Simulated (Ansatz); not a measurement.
Geometry relaxation of AlGeH6OF (part 2 of 2)

The same run, continued: AlGeH6OF; RKS BHLYP-D4/def2-SVP (Ansatz 0.2.0). It belongs to a series of runs on one base structure; here: end point A relaxed.

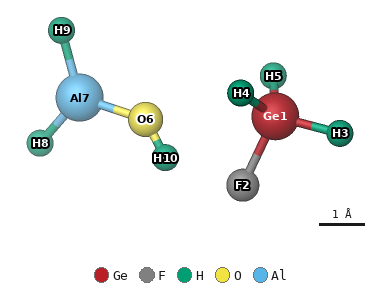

The geometry at step 15 of the log (ball-and-stick view, seen at a tilt; atoms are numbered from 1 in the order of the input).

## Trajectory as extended XYZ, continued
```
10
Properties=species:S:1:pos:R:3:forces:R:3 step=9 energy=-67963.13233
Ge    0.5474    0.3167   -0.1528   -0.0180  -0.0028  -0.0082
F     0.1607   -0.4688    1.3676    0.0178  -0.0012   0.0134
H     2.0714    0.4358   -0.1309   -0.0051  -0.0015   0.0042
H    -0.1342    1.6759   -0.1373   -0.0017  -0.0029  -0.0010
H     0.0710   -0.6157   -1.2579    0.0061   0.0089  -0.0030
O    -2.3848   -0.3392    0.5930   -0.0114  -0.0425   0.0212
Al   -3.8314   -1.1640    0.2876    0.0273   0.0121   0.0184
H    -4.1604   -2.5005    1.0516   -0.0041   0.0161  -0.0072
H    -4.7793   -0.5223   -0.7839    0.0046  -0.0016  -0.0049
H    -1.6988   -0.5561    1.2252   -0.0156   0.0153  -0.0330
10
Properties=species:S:1:pos:R:3:forces:R:3 step=10 energy=-67963.13423
Ge    0.5424    0.3230   -0.1533   -0.0085  -0.0026  -0.0001
F     0.1925   -0.4770    1.3684   -0.0158  -0.0062   0.0044
H     2.0621    0.4835   -0.1377    0.0071   0.0070  -0.0044
H    -0.1778    1.6614   -0.1280    0.0007   0.0094  -0.0016
H     0.0874   -0.6161   -1.2609    0.0027  -0.0014  -0.0033
O    -2.3589   -0.3887    0.5833    0.0017   0.0025  -0.0005
Al   -3.8365   -1.1577    0.2901    0.0214  -0.0120   0.0137
H    -4.2258   -2.4564    1.0888   -0.0129   0.0105  -0.0023
H    -4.7457   -0.5090   -0.8098   -0.0004   0.0020  -0.0045
H    -1.6782   -0.6013    1.2212    0.0040  -0.0092  -0.0014
10
Properties=species:S:1:pos:R:3:forces:R:3 step=11 energy=-67963.13477
Ge    0.5432    0.3431   -0.1563   -0.0173   0.0117   0.0279
F     0.2370   -0.4879    1.3589   -0.0086   0.0081  -0.0132
H     2.0549    0.5805   -0.1414   -0.0217   0.0013  -0.0020
H    -0.2410    1.6472   -0.1168    0.0216  -0.0244  -0.0049
H     0.1350   -0.6074   -1.2723    0.0035   0.0042  -0.0046
O    -2.3091   -0.5015    0.5583   -0.1635  -0.0361  -0.0643
Al   -3.8493   -1.1579    0.2919    0.0655  -0.0214   0.1478
H    -4.3746   -2.3646    1.1760    0.0610   0.1285  -0.1093
H    -4.6915   -0.4838   -0.8484    0.0246  -0.0344   0.0068
H    -1.6431   -0.7058    1.2124    0.0349  -0.0376   0.0159
10
Properties=species:S:1:pos:R:3:forces:R:3 step=12 energy=-67963.13568
Ge    0.5373    0.3417   -0.1530    0.0084   0.0354   0.0109
F     0.2326   -0.4835    1.3656   -0.0208  -0.0026  -0.0218
H     2.0487    0.5734   -0.1426    0.0044   0.0000   0.0040
H    -0.2358    1.6516   -0.1194    0.0014  -0.0202   0.0049
H     0.1269   -0.6081   -1.2677   -0.0113  -0.0119  -0.0060
O    -2.3112   -0.4929    0.5600   -0.0552   0.0065  -0.0269
Al   -3.8524   -1.1418    0.3067    0.0269  -0.1228  -0.0075
H    -4.3608   -2.3664    1.1668    0.0209   0.1074  -0.0319
H    -4.6868   -0.4931   -0.8524   -0.0056   0.0150   0.0290
H    -1.6370   -0.7192    1.1983    0.0310  -0.0068   0.0454
10
Properties=species:S:1:pos:R:3:forces:R:3 step=13 energy=-67963.13788
Ge    0.5306    0.3461   -0.1523    0.0004  -0.0105   0.0195
F     0.2271   -0.5017    1.3550    0.0142   0.0047  -0.0094
H     2.0403    0.5891   -0.1307    0.0005   0.0032  -0.0006
H    -0.2553    1.6462   -0.1021   -0.0021   0.0063  -0.0008
H     0.1309   -0.5947   -1.2790    0.0008  -0.0003  -0.0067
O    -2.2929   -0.5183    0.5400   -0.0030  -0.0054   0.0049
Al   -3.8431   -1.1479    0.3005    0.0030   0.0078  -0.0065
H    -4.3797   -2.3160    1.2060   -0.0069  -0.0018   0.0073
H    -4.6715   -0.5023   -0.8639   -0.0003  -0.0037  -0.0003
H    -1.6250   -0.7386    1.1888   -0.0066  -0.0003  -0.0073
10
Properties=species:S:1:pos:R:3:forces:R:3 step=14 energy=-67963.13839
Ge    0.5279    0.3540   -0.1517    0.0024  -0.0235   0.0337
F     0.2423   -0.5175    1.3469    0.0202   0.0260  -0.0303
H     2.0330    0.6308   -0.1246   -0.0206   0.0004   0.0000
H    -0.2866    1.6370   -0.0890    0.0089  -0.0075   0.0001
H     0.1514   -0.5839   -1.2892    0.0048   0.0091   0.0006
O    -2.2699   -0.5682    0.5194   -0.0690  -0.0288   0.0105
Al   -3.8464   -1.1449    0.3036    0.0332   0.0006   0.0308
H    -4.4346   -2.2579    1.2545    0.0271   0.0514  -0.0396
H    -4.6472   -0.5040   -0.8842    0.0059  -0.0192   0.0141
H    -1.6084   -0.7836    1.1766   -0.0130  -0.0085  -0.0199
10
Properties=species:S:1:pos:R:3:forces:R:3 step=15 energy=-67963.13890
Ge    0.5281    0.3563   -0.1505    0.0059  -0.0155   0.0344
F     0.2446   -0.5229    1.3440    0.0183   0.0228  -0.0371
H     2.0311    0.6422   -0.1189   -0.0141  -0.0036  -0.0001
H    -0.2914    1.6356   -0.0839    0.0017  -0.0059   0.0012
H     0.1593   -0.5772   -1.2943    0.0028   0.0057   0.0046
O    -2.2663   -0.5802    0.5122   -0.0458  -0.0365   0.0092
Al   -3.8481   -1.1441    0.3048    0.0271   0.0205   0.0211
H    -4.4469   -2.2341    1.2720    0.0181   0.0247  -0.0226
H    -4.6453   -0.5115   -0.8892    0.0060  -0.0153   0.0080
H    -1.6036   -0.8023    1.1661   -0.0201   0.0030  -0.0187
10
Properties=species:S:1:pos:R:3:forces:R:3 step=16 energy=-67963.13963
Ge    0.5320    0.3651   -0.1477   -0.0050  -0.0369   0.0292
F     0.2507   -0.5385    1.3326    0.0173   0.0241  -0.0343
H     2.0311    0.6675   -0.1035   -0.0085   0.0027   0.0006
H    -0.3046    1.6323   -0.0685    0.0027   0.0018   0.0028
H     0.1804   -0.5572   -1.3060    0.0038   0.0089   0.0058
O    -2.2570   -0.6153    0.4881   -0.0366  -0.0394   0.0169
Al   -3.8561   -1.1396    0.3107    0.0480   0.0207  -0.0014
H    -4.4770   -2.1755    1.3185    0.0033   0.0037   0.0019
H    -4.6429   -0.5339   -0.9031    0.0009  -0.0015   0.0035
H    -1.5952   -0.8431    1.1412   -0.0258   0.0160  -0.0250
10
Properties=species:S:1:pos:R:3:forces:R:3 step=17 energy=-67963.14001
Ge    0.5351    0.3720   -0.1440   -0.0032  -0.0341   0.0227
F     0.2583   -0.5573    1.3211    0.0084   0.0243  -0.0387
H     2.0290    0.6962   -0.0864   -0.0015  -0.0024   0.0003
H    -0.3165    1.6281   -0.0485   -0.0051  -0.0007   0.0011
H     0.2025   -0.5361   -1.3194    0.0034   0.0132   0.0155
O    -2.2472   -0.6536    0.4580   -0.0578  -0.0471   0.0199
Al   -3.8637   -1.1368    0.3148    0.0680   0.0148   0.0093
H    -4.5069   -2.1108    1.3713    0.0127   0.0160  -0.0124
H    -4.6422   -0.5585   -0.9175   -0.0006  -0.0005   0.0052
H    -1.5871   -0.8814    1.1129   -0.0243   0.0166  -0.0229
10
Properties=species:S:1:pos:R:3:forces:R:3 step=18 energy=-67963.14025
Ge    0.5362    0.3739   -0.1425   -0.0035  -0.0284   0.0155
F     0.2593   -0.5626    1.3175    0.0046   0.0209  -0.0301
H     2.0291    0.7019   -0.0811   -0.0034   0.0001   0.0014
H    -0.3208    1.6263   -0.0429   -0.0007  -0.0005   0.0021
H     0.2080   -0.5291   -1.3227    0.0031   0.0088   0.0112
O    -2.2453   -0.6653    0.4479   -0.0105  -0.0251   0.0227
Al   -3.8642   -1.1364    0.3151    0.0082  -0.0027   0.0098
H    -4.5116   -2.0925    1.3861    0.0139   0.0185  -0.0185
H    -4.6425   -0.5651   -0.9205   -0.0010  -0.0024   0.0043
H    -1.5867   -0.8893    1.1052   -0.0106   0.0109  -0.0183
10
Properties=species:S:1:pos:R:3:forces:R:3 step=19 energy=-67963.14036
Ge    0.5379    0.3762   -0.1417   -0.0015  -0.0023   0.0154
F     0.2594   -0.5665    1.3130    0.0018   0.0047  -0.0119
H     2.0287    0.7118   -0.0723   -0.0017  -0.0027  -0.0022
H    -0.3245    1.6247   -0.0378   -0.0015  -0.0025  -0.0031
H     0.2174   -0.5223   -1.3265    0.0016   0.0025   0.0026
O    -2.2425   -0.6822    0.4357    0.0060  -0.0029   0.0123
Al   -3.8670   -1.1330    0.3179   -0.0185  -0.0254  -0.0053
H    -4.5179   -2.0695    1.4030    0.0065   0.0173  -0.0092
H    -4.6456   -0.5728   -0.9227   -0.0009   0.0045   0.0059
H    -1.5845   -0.9046    1.0936    0.0081   0.0068  -0.0045
10
Properties=species:S:1:pos:R:3:forces:R:3 step=20 energy=-67963.14019 accepted=F
Ge    0.5416    0.3823   -0.1391   -0.0045   0.0259   0.0072
F     0.2607   -0.5756    1.3034   -0.0001  -0.0168   0.0207
H     2.0285    0.7319   -0.0552   -0.0040  -0.0007  -0.0041
H    -0.3354    1.6206   -0.0276    0.0061  -0.0063  -0.0089
H     0.2378   -0.5073   -1.3338   -0.0006  -0.0048  -0.0119
O    -2.2354   -0.7175    0.4109   -0.0222  -0.0040  -0.0228
Al   -3.8696   -1.1382    0.3158   -0.0333   0.0264   0.0366
H    -4.5346   -2.0165    1.4407    0.0125  -0.0022  -0.0232
H    -4.6526   -0.5836   -0.9244    0.0094  -0.0132  -0.0081
H    -1.5795   -0.9343    1.0717    0.0367  -0.0044   0.0145
10
Properties=species:S:1:pos:R:3:forces:R:3 step=21 energy=-67963.14048
Ge    0.5387    0.3791   -0.1392   -0.0007   0.0048  -0.0016
F     0.2610   -0.5718    1.3094   -0.0016  -0.0019   0.0028
H     2.0276    0.7222   -0.0648   -0.0020   0.0016   0.0014
H    -0.3324    1.6215   -0.0333    0.0032  -0.0025  -0.0004
H     0.2275   -0.5153   -1.3292   -0.0007  -0.0020  -0.0028
O    -2.2380   -0.6996    0.4229   -0.0132  -0.0040   0.0010
Al   -3.8685   -1.1335    0.3179   -0.0046  -0.0026   0.0018
H    -4.5257   -2.0431    1.4209    0.0035   0.0055  -0.0057
H    -4.6481   -0.5778   -0.9239    0.0018   0.0002   0.0009
H    -1.5804   -0.9197    1.0815    0.0144   0.0010   0.0027
```

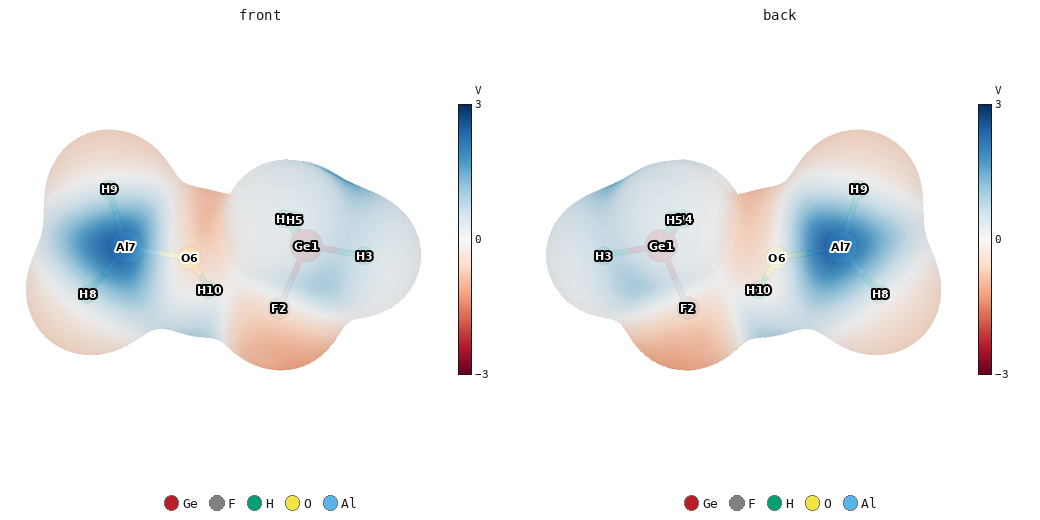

The electrostatic potential painted on the density surface at 0.001 e/bohr³, seen face on and from behind; the colour scale runs from red (negative) to blue (positive). A positive charge is drawn to the negative regions and a negative charge to the positive ones.

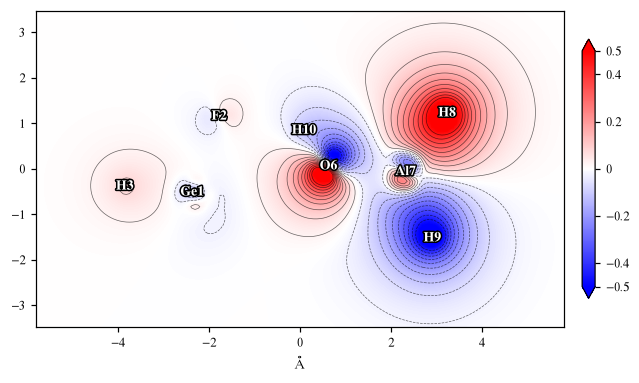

One frontier orbital on the plane of atoms F2, Ge1 and H3 (values in Å⁻³ᐟ²; the overall sign is arbitrary). The HOMO, at −9.47 eV. Its weight (Hirshfeld) is mainly on H8 (30 %), Al7 (30 %), H9 (25 %) and O6 (10 %).

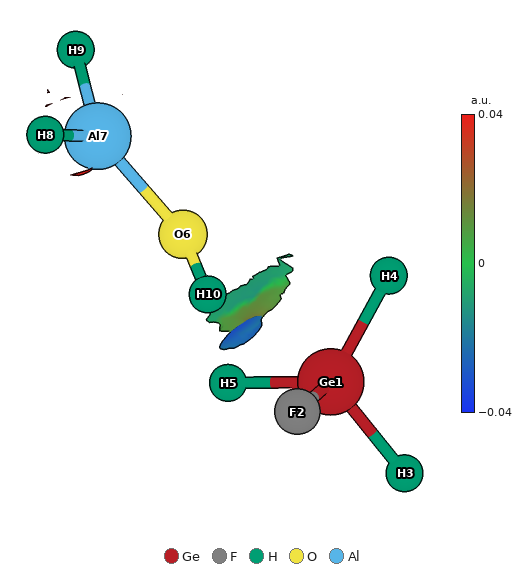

Non-covalent interaction (NCI) plot: the surface where the reduced density gradient is 0.5, for densities under 0.05 a.u., coloured by sign(λ₂)ρ; seen at an oblique angle. H10···F2 (1.9 Å): a hydrogen bond (blue, attractive).

The run was set up as follows.

## Input
```yaml
crystal:
  periodic: [false, false, false]
  atoms:
    - { symbol: Ge, position_ang: [0.375867, 0.22243, -0.145873] }
    - { symbol: F, position_ang: [0.276948, -0.451648, 1.426345] }
    - { symbol: H, position_ang: [1.87901, 0.278268, -0.434413] }
    - { symbol: H, position_ang: [-0.235706, 1.613515, -0.106717] }
    - { symbol: H, position_ang: [-0.307599, -0.739056, -1.113265] }
    - { symbol: O, position_ang: [-2.398817, -0.130345, 0.86228] }
    - { symbol: Al, position_ang: [-3.615509, -1.118664, 0.19103] }
    - { symbol: H, position_ang: [-3.857137, -2.574054, 0.752436] }
    - { symbol: H, position_ang: [-4.428775, -0.486557, -0.990121] }
    - { symbol: H, position_ang: [-1.826783, -0.35209, 1.620598] }
basis:
  gaussian: { orbitals: def2-SVP }
hamiltonian:
  xc: { name: BHLYP }
  dispersion: d4
relax:
  f_tol: 0.03
  max_steps: 50
output:
  orbitals: {}
```

Launched with:
```bash
ansatz run input.yaml --threads 2 --pin off --max-ram 3072MiB --backend cpu --events-out ev --progress --plain --runs-dir out
```

## Results in brief

```json
{"quantity": "outcome", "value": "converged"}
{"quantity": "total energy", "value": "−67963.1407 eV"}
{"quantity": "mean-field energy", "value": "−67962.9487 eV"}
{"quantity": "largest force (length of the vector) at the end", "value": "0.015 eV/Å"}
{"quantity": "hardware", "value": "2 threads of Arm Neoverse V2, 24 GiB of memory available, shared host"}
{"quantity": "wall time", "value": "60 s (CPU time 1.9 min)"}
{"quantity": "peak memory", "value": "0.25 GiB"}
```
